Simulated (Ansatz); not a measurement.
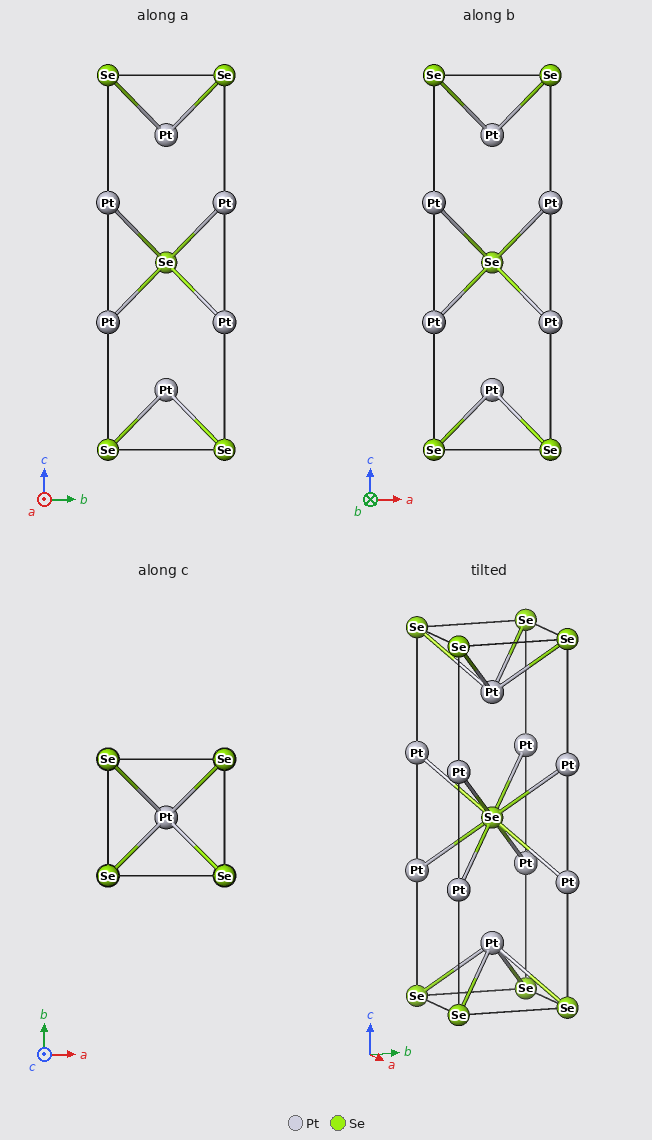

View along the a axis, along the b axis, along the c axis and slightly off an axis, drawn as a ball-and-stick model. The lines enclose the conventional unit cell; boundary atoms appear with their images.

Lattice parameters: a = 3.136 Å, b = 3.136 Å, c = 10.081 Å, α = 90.00°, β = 90.00°, γ = 90.00°. Put a along x and b in the xy plane.

> Record the structure as a POSCAR file, with free fractional coordinates to two decimals.

```
Pt Se
1.0
     3.136    0.000    0.000
     0.000    3.136    0.000
     0.000    0.000   10.081
Pt Se
4 2
Direct
  0.50 0.50 0.16
  0.00 0.00 0.34
  0.00 0.00 0.66
  0.50 0.50 0.84
  0.00 0.00 0.00
  0.50 0.50 0.50
```

The structure was taken from a textbook structure type filled with these elements (whether it is the usual form wasn't checked). What is shown is the relaxed result from Ansatz, DFT PBE, scalar-relativistic, plane waves, PAW.
